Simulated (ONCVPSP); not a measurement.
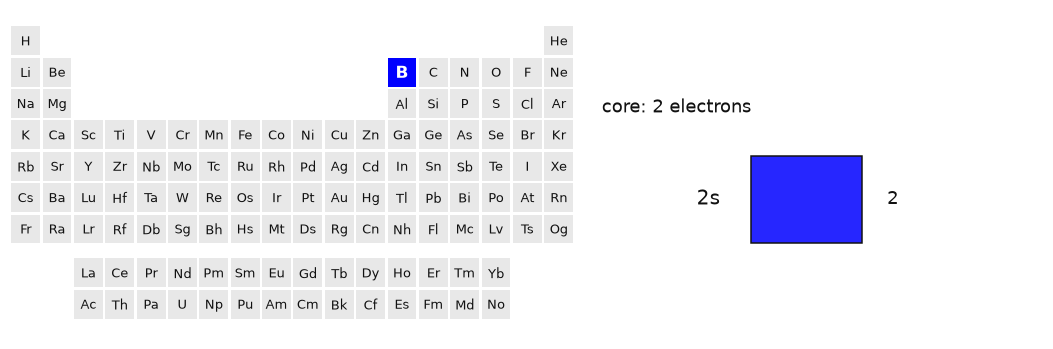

Left, the place of boron in the periodic table; right, the valence shells of the reference configuration: a box for each of the 2l + 1 orbitals, shaded by the share of the shell that is filled, with the electron count at the right.

# B: pseudopotential generation

- system: boron (B, Z = 5), core [He], reference valence 2s2 (an ion of charge +1), valence charge 3.
- method: ONCV potential, PBE, non-relativistic, made with ONCVPSP 4.0.1

### Input file
```
# ATOM AND REFERENCE CONFIGURATION
# atsym  z   nc   nv     iexc    psfile
  B 5.00    1    1        4      upf
#
#   n    l    f
    1    0    2.00
    2    0    2.00
#
# PSEUDOPOTENTIAL AND OPTIMIZATION
# lmax
    1
#
#   l,   rc,      ep,       ncon, nbas, qcut
    0    1.15    0.00    4    6    5.00
    1    1.05    0.06    4    8    8.10
#
# LOCAL POTENTIAL
# lloc, lpopt,  rc(5),   dvloc0
    4    5    0.85    3.00
#
# VANDERBILT-KLEINMAN-BYLANDER PROJECTORs
# l, nproj, debl
    0    2    2.40
    1    1    1.20
#
# MODEL CORE CHARGE
# icmod, fcfact, rcfact
    3    2.50    1.55
#
# LOG DERIVATIVE ANALYSIS
# epsh1, epsh2, depsh
   -2.00    5.00    0.02
#
# OUTPUT GRID
# rlmax, drl
    6.00    0.01
#
# TEST CONFIGURATIONS
# ncnf
    4
# nvcnf
#   n    l    f
    2
    2    0    2.00
    2    1    1.00
#
    1
    2    0    1.00
#
    2
    2    0    2.00
    2    1    0.50
#
    2
    2    0    1.00
    2    1    1.00
#
```

The log's header says scalar-relativistic, as this program prints it for non-relativistic runs too.

Hardware: 1 CPU thread, shared host.

Command:
```bash
oncvpspnr.x < B.dat > B.out
```

### Log (extracts)
```
ONCVPSP  (Optimized Norm-Conservinng Vanderbilt PSeudopotential)
scalar-relativistic version 4.0.1

ONCVPSP  (Optimized Norm-Conservinng Vanderbilt PSeudopotential)
scalar-relativistic version 4.0.1 03/01/2019

While it is not required under the terms of the GNU GPL, it is
suggested that you cite D. R. Hamann, Phys. Rev. B 88, 085117 (2013)
in any publication utilizing these pseudopotentials.

test_data: must have ncon+3 <= nbas <= ncon+5, l=   0
 for nproj=2
ERROR: test_data found   1 ERROR; stopping
```

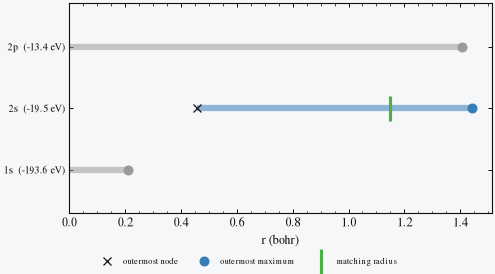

Outer shells of the all-electron reference atom: each bar runs from the outermost node (or the nucleus) to the outermost maximum of u(r); the tick is the radius chosen for the pseudo-wave. Shells without a tick have no pseudo-wave of their own. Levels, nodes and maxima are from ld1.x, non-relativistic.

- Radii against the shells: 2s: 1.15 bohr, between node and maximum.

### What the run reported

- outcome: refused by the program

### Diagnosis

The generator stopped with the message “test_data: must have ncon+3 <= nbas <= ncon+5, l= 0”. In words: the input breaks a rule of the program on the basis size: nbas must lie between ncon + 3 and ncon + 5.
